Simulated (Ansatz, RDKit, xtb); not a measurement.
# C6H6FN: which of the isomers drawn lies lowest?, part 2 of 2

A sample of isomers of C6H6FN is drawn. Aim: find which of them has the lowest free energy at 298.15 K, then its properties. The sample is small against all isomers, and the most stable one of this formula need not be in it.

xtb, Ansatz and PySCF; isolated molecules.

## Step 9: Energies at the top level

Each finalist gets a single point at CCSD(T)/def2-SVP + MP2/def2-TZVPP - MP2/def2-SVP.

c921a, CCSD(T)/def2-SVP:

File input.yaml:

```yaml
crystal:
  periodic: [false, false, false]
  atoms:
    - {symbol: C, position_ang: [-0.536993, 1.866906, 0.228871]}
    - {symbol: C, position_ang: [-0.943580, 0.846274, -0.800686]}
    - {symbol: C, position_ang: [-2.238256, 0.830351, -1.341793]}
    - {symbol: C, position_ang: [-2.561892, -0.136440, -2.295732]}
    - {symbol: C, position_ang: [-1.595442, -1.061661, -2.687704]}
    - {symbol: C, position_ang: [-0.344284, -0.946373, -2.079412]}
    - {symbol: F, position_ang: [0.612441, -1.812794, -2.424789]}
    - {symbol: N, position_ang: [-0.017154, -0.046950, -1.181844]}
    - {symbol: H, position_ang: [-0.615804, 2.889254, -0.176036]}
    - {symbol: H, position_ang: [0.500523, 1.687647, 0.537775]}
    - {symbol: H, position_ang: [-1.188843, 1.816562, 1.116146]}
    - {symbol: H, position_ang: [-2.976636, 1.566133, -1.017102]}
    - {symbol: H, position_ang: [-3.562621, -0.170824, -2.733046]}
    - {symbol: H, position_ang: [-1.784364, -1.840998, -3.426490]}
basis:
  gaussian:
    orbitals: def2-SVP
correlation:
  method: ccsd_t
  frozen_orbitals: {H: 0, C: 1, "N": 1, F: 1}
```

Launch:

```
$ ansatz run input.yaml --threads 2 --pin off --max-ram 5220MiB --events-out events.jsonl --progress --plain --runs-dir runs
```

Standard output, shortened:

```text
Warning: RAYON_NUM_THREADS=2 ignored (pool sized by the plan → 2); use --threads N
Functional definition: HF
  name "HF"
[...]
1459 factors; integrals over basis functions are off by at most 1.5e-3 eV
[...]
mean field -10457.39674757 eV, -384.3022421950 hartree, gradient 4.0e-6 eV, S^2 0.000000; 0 other end points of the search recorded, 0 dependent functions left out; unrestricted orbitals would lower it
8 core orbitals not correlated: weight in the atoms' cores, before any rotation towards them, 1.000 or more for the frozen orbitals, at most 0.000 for the correlated occupied ones
reference -10457.39674757 eV, -384.3022421950 hartree; 21, 21 occupied and 113, 113 virtual orbitals, 1459 factors
second order -30.63663125 eV of doubles, -0.00000000 eV of singles
cycle   1  -30.75894701 eV  change   -1.2e-1 eV  update   1.4e-1
[...]
cycle   9  -31.79651679 eV  change   -1.8e-5 eV  update   5.1e-5
perturbative correction -1.24835189 eV, -0.0458760857 hartree
Total energy: -10490.44161624 eV, -385.5166187201 hartree
```

Wall time 41 s (2 threads of Intel Xeon at 2.70GHz, shared host); peak memory 1.3 GiB.

## Step 10: c921a at MP2/def2-TZVPP

input.yaml: that of step 9 with these lines changed.

```diff
@@ -10,3 +10,3 @@
     - {symbol: F, position_ang: [0.612441, -1.812794, -2.424789]}
-    - {symbol: N, position_ang: [-0.017154, -0.046950, -1.181844]}
+    - {symbol: "N", position_ang: [-0.017154, -0.046950, -1.181844]}
     - {symbol: H, position_ang: [-0.615804, 2.889254, -0.176036]}
@@ -18,6 +18,3 @@
 basis:
-  gaussian:
-    orbitals: def2-SVP
-correlation:
-  method: ccsd_t
-  frozen_orbitals: {H: 0, C: 1, "N": 1, F: 1}
+  gaussian: {orbitals: def2-TZVPP}
+correlation: {method: mp2, frozen_orbitals: {H: 0, C: 1, "N": 1, F: 1}}
```

Launch:

```
$ ansatz run input.yaml --threads 2 --pin off --max-ram 5220MiB --events-out events.jsonl --progress --plain --runs-dir runs
```

Standard output:

```text
Warning: RAYON_NUM_THREADS=2 ignored (pool sized by the plan → 2); use --threads N
[... 2 set-up lines as earlier in the session ...]
  exchange = exact_x
  correlation = 0
2036 factors; integrals over basis functions are off by at most 9.8e-4 eV
mean field evaluation 1: about -10464.0647 eV, gradient 4.3e1 eV
mean field evaluation 2: about -10464.4922 eV, gradient 4.3e1 eV
mean field evaluation 4: about -10469.2661 eV, gradient 5.4e0 eV
mean field evaluation 8: about -10469.3594 eV, gradient 3.7e-1 eV
mean field evaluation 16: about -10469.3604 eV, gradient 1.4e-6 eV
mean field -10469.36035913 eV, -384.7418968106 hartree, gradient 1.4e-6 eV, S^2 0.000000; 0 other end points of the search recorded, 0 dependent functions left out; unrestricted orbitals would lower it
8 core orbitals not correlated: weight in the atoms' cores, before any rotation towards them, 1.000 or more for the frozen orbitals, at most 0.000 for the correlated occupied ones
reference -10469.36035913 eV, -384.7418968106 hartree; 21, 21 occupied and 303, 303 virtual orbitals, 2036 factors
second order -37.93823678 eV of doubles, -0.00000000 eV of singles
Total energy: -10507.29859590 eV, -386.1361012967 hartree
```

It took 17 s on 2 threads of Intel Xeon at 2.70GHz, shared host; peak memory 1.2 GiB.

## Step 11: c536a at CCSD(T)/def2-SVP

File input.yaml:

```yaml
crystal:
  periodic: [false, false, false]
  atoms:
    - {symbol: C, position_ang: [-0.287736, 1.942703, -0.265729]}
    - {symbol: C, position_ang: [-0.983066, 0.857313, -1.036706]}
    - {symbol: C, position_ang: [-0.915421, -0.498078, -0.708324]}
    - {symbol: C, position_ang: [-1.596581, -1.444995, -1.482997]}
    - {symbol: C, position_ang: [-2.333198, -0.995967, -2.576726]}
    - {symbol: C, position_ang: [-1.764890, 1.158418, -2.167126]}
    - {symbol: F, position_ang: [-1.860139, 2.447519, -2.522253]}
    - {symbol: "N", position_ang: [-2.412111, 0.298806, -2.910242]}
    - {symbol: H, position_ang: [-1.010620, 2.677268, 0.124680]}
    - {symbol: H, position_ang: [0.412137, 2.500062, -0.909185]}
    - {symbol: H, position_ang: [0.275760, 1.526221, 0.581313]}
    - {symbol: H, position_ang: [-0.326263, -0.810989, 0.157897]}
    - {symbol: H, position_ang: [-1.554385, -2.508296, -1.240433]}
    - {symbol: H, position_ang: [-2.882204, -1.699128, -3.212071]}
basis:
  gaussian: {orbitals: def2-SVP}
correlation: {method: ccsd_t, frozen_orbitals: {H: 0, C: 1, "N": 1, F: 1}}
```

Launch:

```
$ ansatz run input.yaml --threads 2 --pin off --max-ram 5220MiB --events-out events.jsonl --progress --plain --runs-dir runs
```

Standard output, shortened:

```text
Warning: RAYON_NUM_THREADS=2 ignored (pool sized by the plan → 2); use --threads N
[... 2 set-up lines as earlier in the session ...]
[...]
1459 factors; integrals over basis functions are off by at most 1.5e-3 eV
[...]
mean field -10457.33411983 eV, -384.2999406682 hartree, gradient 5.3e-6 eV, S^2 0.000000; 0 other end points of the search recorded, 0 dependent functions left out; unrestricted orbitals would lower it
8 core orbitals not correlated: weight in the atoms' cores, before any rotation towards them, 1.000 or more for the frozen orbitals, at most 0.000 for the correlated occupied ones
reference -10457.33411983 eV, -384.2999406682 hartree; 21, 21 occupied and 113, 113 virtual orbitals, 1459 factors
second order -30.69393412 eV of doubles, -0.00000000 eV of singles
cycle   1  -30.79905243 eV  change   -1.1e-1 eV  update   1.3e-1
[...]
cycle   9  -31.83846214 eV  change    1.4e-7 eV  update   4.0e-5
perturbative correction -1.25126545 eV, -0.0459831572 hartree
Total energy: -10490.42384742 eV, -385.5159657281 hartree
```

Run time: 40 s. Hardware: 2 threads of Intel Xeon at 2.70GHz, shared host; peak memory 1.3 GiB.

For c921a, c536a, c506a, c823a, c670a, c514a the log finds that unrestricted Hartree-Fock orbitals lie lower, a sign to watch the closed-shell reference there.

## Step 12: Free energies and the winner

Energies in kcal/mol from c921a; G adds the thermal terms to the CCSD(T)/def2-SVP + MP2/def2-TZVPP - MP2/def2-SVP energy. The columns left of the relaxed level are at the tight-binding geometries.

| label | SMILES | spin | GFN2-xTB | HF/STO-3G | r2SCAN-D4/def2-SVP | B3LYP-D3(BJ)/def2-SVP | HF/def2-SVP | MP2/def2-SVP | CCSD(T)/def2-SVP + MP2/def2-TZVPP - MP2/def2-SVP | G | share at equilibrium | T1 |
| --- | --- | --- | --- | --- | --- | --- | --- | --- | --- | --- | --- | --- |
| c921a | Cc1cccc(F)n1 | singlet | 0.0 | 0.0 | 0.0 | 0.0 | 0.0 | 0.0 | 0.0 | 0.0 | 58.1 % | 0.013 |
| c506a | Cc1ccnc(F)c1 | singlet | 0.5 | 0.6 | 1.1 | 0.9 | 0.8 | 0.8 | 0.6 | 0.5 | 23.1 % | 0.013 |
| c536a | Cc1cccnc1F | singlet | 1.4 | 0.9 | 0.8 | 0.6 | 1.4 | 0.1 | 0.7 | 0.8 | 15.2 % | 0.012 |
| c823a | Cc1ccc(F)nc1 | singlet | 1.2 | 1.2 | 2.2 | 1.8 | 2.4 | 1.3 | 1.6 | 1.6 | 3.6 % | 0.012 |
| c670a | Cc1cc(F)ccn1 | singlet | 1.8 | 2.9 | 5.6 | 4.9 | 5.0 | 5.1 | 4.6 | 4.5 | < 0.1 % | 0.013 |
| c514a | Cc1ncccc1F | singlet | 3.4 | 3.9 | 6.4 | 5.7 | 7.3 | 5.7 | 5.8 | 5.7 | < 0.1 % | 0.012 |

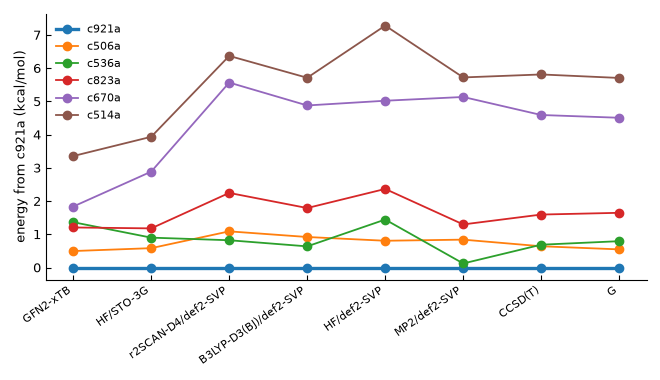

The finalists at each level, measured from c921a.

Lowest found: c921a, `Cc1cccc(F)n1`, a singlet. Bond lengths: C1–C2 1.506 Å, C2–C3 1.403 Å, C3–C4 1.396 Å, C4–C5 1.394 Å, C5–C6 1.396 Å, C6–F7 1.336 Å, C2–N8 1.342 Å, C6–N8 1.312 Å, C1–H9 1.102 Å, C1–H10 1.097 Å, C1–H11 1.102 Å, C3–H12 1.092 Å, C4–H13 1.093 Å, C5–H14 1.090 Å. Some angles: C1–C2–C3 121.4°, C1–C2–N8 117.3°, C3–C2–N8 121.3°, C2–C3–C4 119.0°, C3–C4–C5 119.4°, C4–C5–C6 116.4°, C5–C6–F7 118.4°, C5–C6–N8 125.3°, F7–C6–N8 116.3°, C2–N8–C6 118.6°.

```xyz
14

C    -0.5370    1.8669    0.2289
C    -0.9436    0.8463   -0.8007
C    -2.2383    0.8304   -1.3418
C    -2.5619   -0.1364   -2.2957
C    -1.5954   -1.0617   -2.6877
C    -0.3443   -0.9464   -2.0794
F     0.6124   -1.8128   -2.4248
N    -0.0172   -0.0469   -1.1818
H    -0.6158    2.8893   -0.1760
H     0.5005    1.6876    0.5378
H    -1.1888    1.8166    1.1161
H    -2.9766    1.5661   -1.0171
H    -3.5626   -0.1708   -2.7330
H    -1.7844   -1.8410   -3.4265
```

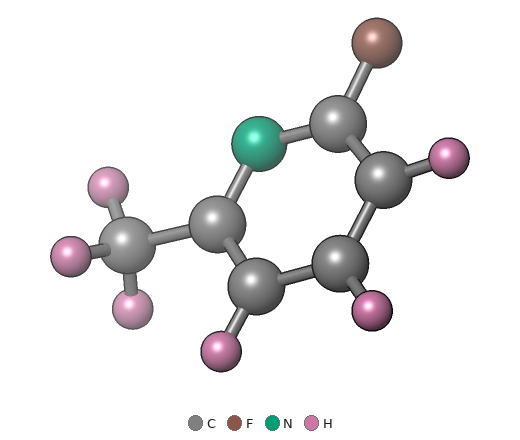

The lowest structure found, seen from a chosen angle (carbon grey, fluorine brown, nitrogen teal, hydrogen pink).

## Step 13: What came out

This closing draws on all 2 parts.

```
                                 quantity                                                                                                                   value
                   lowest structure found                                                                                                   Cc1cccc(F)n1, singlet
                            next finalist                                                                         Cc1ccnc(F)c1, singlet, 0.5 kcal/mol higher in G
share at equilibrium, among the finalists                                                                                                                  58.1 %
                                   funnel  10 starts, 10 minima at GFN2-xTB from these starts (13 with those found later), 13 screening runs, 6 relaxed, 6 ranked
                     CPU time of all runs                                                                                                                  23 min
```

The search ends on `Cc1cccc(F)n1`. Its margin of 0.5 kcal/mol is inside the likely error of CCSD(T)/def2-SVP + MP2/def2-TZVPP - MP2/def2-SVP with harmonic terms (about 1.5 kcal/mol), so the order of the first two is not settled. GFN2-xTB, HF/STO-3G, r2SCAN-D4/def2-SVP, B3LYP-D3(BJ)/def2-SVP, HF/def2-SVP and MP2/def2-SVP already put its bonding pattern lowest among the structures in one piece. The largest share of the time went into the final energies (49 % of the CPU time that the search's summary counts). Lowest found is not proven lowest: the search is finite, and each finalist counts with one conformer. Only 10 drawn patterns were tried, so whole families of isomers are missing, and the result ranks this sample alone. The lowest isomer need not be the one that is made and kept in a bottle, which depends on barriers.
